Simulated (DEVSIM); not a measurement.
System: Co/Si3N4/p-In0.53Ga0.47As capacitor, at 300 K.

```csv
layer (left to right),material,thickness (nm),Na (cm⁻³)
1,Si3N4,28.0,-
2,In0.53Ga0.47As,1000,1.5e17
```

Metal gate on the left, work function 5 eV. Fixed charge at the semiconductor interface -1.5e10 cm⁻² (in units of +e); no interface traps.

This is a model device: material constants are rounded textbook-type values typed into the input, and sizes, dopings and lifetimes were drawn at random. Values at 300 K.

```tsv
parameter	Si3N4	In0.53Ga0.47As
gap (eV)	5.1	0.74
affinity (eV)	2.1	4.51
permittivity	7.5	13.9
Nc (cm⁻³)	-	2.1e17
Nv (cm⁻³)	-	7.7e18
```

Simulated with DEVSIM: 1D Poisson equation in equilibrium, Boltzmann statistics, complete ionisation; no quantum confinement or tunnelling. Metal contacts follow the ideal Schottky-Mott rule: no Fermi-level pinning, no interface dipoles.

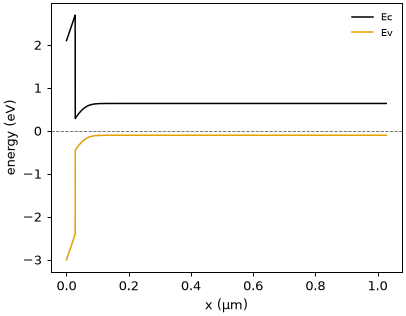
Band edges at 0.8 V on the gate

Energies count from the Fermi level of the right contact; mesh points crowd at the junctions.

| x (μm) | Ec (eV) | Ev (eV) | n (cm⁻³) | p (cm⁻³) | field (V/cm) |
|---|---|---|---|---|---|
| 0.000 | 2.100 | -3.000 | < 1e2 | < 1e2 | 210000 |
| 0.001322 | 2.128 | -2.972 | < 1e2 | < 1e2 | 210000 |
| 0.003860 | 2.182 | -2.918 | < 1e2 | < 1e2 | 210000 |
| 0.009204 | 2.296 | -2.804 | < 1e2 | < 1e2 | 210000 |
| 0.02026 | 2.531 | -2.569 | < 1e2 | < 1e2 | 210000 |
| 0.02486 | 2.629 | -2.471 | < 1e2 | < 1e2 | 210000 |
| 0.02711 | 2.677 | -2.423 | < 1e2 | < 1e2 | 210000 |
| 0.02858 | 0.293 | -0.447 | 2.6e12 | 2.3e11 | 110000 |
| 0.03064 | 0.315 | -0.425 | 1.1e12 | 5.6e11 | 110000 |
| 0.03483 | 0.359 | -0.381 | 2.0e11 | 3.0e12 | 100000 |
| 0.04424 | 0.444 | -0.296 | 7.4e9 | 8.1e13 | 81000 |
| 0.07484 | 0.603 | -0.137 | 1.6e7 | 3.8e16 | 25000 |
| 0.1313 | 0.638 | -0.102 | 4000000 | 1.5e17 | 290 |
| 0.2543 | 0.638 | -0.102 | 4000000 | 1.5e17 | ≈ 0 |
| 0.6200 | 0.638 | -0.102 | 4000000 | 1.5e17 | ≈ 0 |
| 0.8412 | 0.638 | -0.102 | 4000000 | 1.5e17 | ≈ 0 |
| 0.9399 | 0.638 | -0.102 | 4000000 | 1.5e17 | ≈ 0 |
| 0.9881 | 0.638 | -0.102 | 4000000 | 1.5e17 | ≈ 0 |
| 1.014 | 0.638 | -0.102 | 4000000 | 1.5e17 | ≈ 0 |
| 1.022 | 0.638 | -0.102 | 4000000 | 1.5e17 | ≈ 0 |
| 1.026 | 0.638 | -0.102 | 4000000 | 1.5e17 | ≈ 0 |
| 1.028 | 0.638 | -0.102 | 4000000 | 1.5e17 | ≈ 0 |
